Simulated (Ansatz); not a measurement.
# Single-point calculation, with input and output: SiCl$_{4}$ (charge +1)

The run: single-point calculation of SiCl$_{4}$, charge +1, multiplicity 2. Method and program: HF/6-31G*, UHF (Ansatz 0.2.0).

The geometry was optimised with HF/6-31G*.

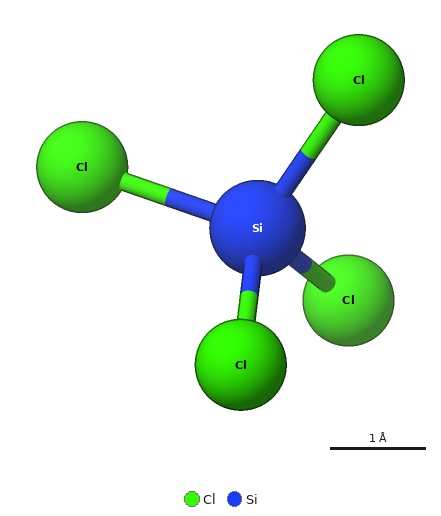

**Figure 1.** The structure as given in the input (ball-and-stick view, seen at a tilt). Bond lengths as drawn: Cl–Si 2.03 Å.

### Input
```yaml
crystal:
  periodic: [false, false, false]
  atoms:
    - {symbol: Cl, position_ang: [-0.966203, -0.087858, 1.768859]}
    - {symbol: Si, position_ang: [0.010010, -0.014712, -0.008313]}
    - {symbol: Cl, position_ang: [1.661478, -1.190227, 0.078411]}
    - {symbol: Cl, position_ang: [-1.216611, -0.679350, -1.481527]}
    - {symbol: Cl, position_ang: [0.561327, 1.898446, -0.398931]}
basis:
  gaussian: {orbitals: "6-31G*"}
total_charge: 1
magnetization: {spin_polarized: true, initial_magnetization: 1}
hamiltonian: {xc: hf}
```

Machine: 1 thread of Intel Xeon (Sapphire Rapids), 64 GiB of memory available, shared host.

Launched with:
```bash
ansatz run molecule.yaml --threads 1 --pin off --max-ram 3480MiB --events-out events.jsonl --progress --plain --runs-dir runs
```

### What the program printed
```
Functional definition: HF
  name "HF"
  exchange = exact_x
  correlation = 0
821 factors; integrals over basis functions are off by at most 1.1e-3 eV
mean field evaluation 1: about -57865.8251 eV, gradient 1.5e1 eV
mean field evaluation 2: about -57865.9174 eV, gradient 1.5e1 eV
mean field evaluation 4: about -57867.4969 eV, gradient 1.8e0 eV
mean field evaluation 8: about -57867.5547 eV, gradient 5.4e-1 eV
mean field evaluation 16: about -57868.0474 eV, gradient 1.6e-5 eV
mean field evaluation 32: about -57868.0468 eV, gradient 3.3e-1 eV
mean field evaluation 64: about -57868.0465 eV, gradient 2.4e-1 eV
mean field evaluation 96: about -57868.0473 eV, gradient 7.0e-4 eV
mean field evaluation 128: about -57868.0454 eV, gradient 3.0e-1 eV
mean field evaluation 160: about -57867.1700 eV, gradient 7.2e0 eV
mean field evaluation 192: about -57868.0476 eV, gradient 1.7e-4 eV
mean field evaluation 224: about -57866.4813 eV, gradient 1.6e0 eV
mean field evaluation 256: about -57867.5160 eV, gradient 2.0e0 eV
mean field evaluation 288: about -57867.9742 eV, gradient 1.9e0 eV
mean field evaluation 320: about -57867.5651 eV, gradient 6.2e-3 eV
mean field evaluation 352: about -57868.0476 eV, gradient 3.7e-2 eV
mean field -57868.04758105 eV, -2126.6115242321 hartree, gradient 6.7e-6 eV, S^2 0.758914; 9 other end points of the search recorded, 0 dependent functions left out
reference -57868.04758105 eV, -2126.6115242321 hartree; 41, 40 occupied and 54, 55 virtual orbitals, 821 factors
Total energy: -57868.04758105 eV, -2126.6115242321 hartree
```

### Results in brief

- outcome: converged
- total energy: −2126.611524 hartree
- basis functions: 95
- ⟨S²⟩: 0.759
- SCF solution under orbital rotations: stable
- wall time: 41 s
- peak memory: 0.41 GiB
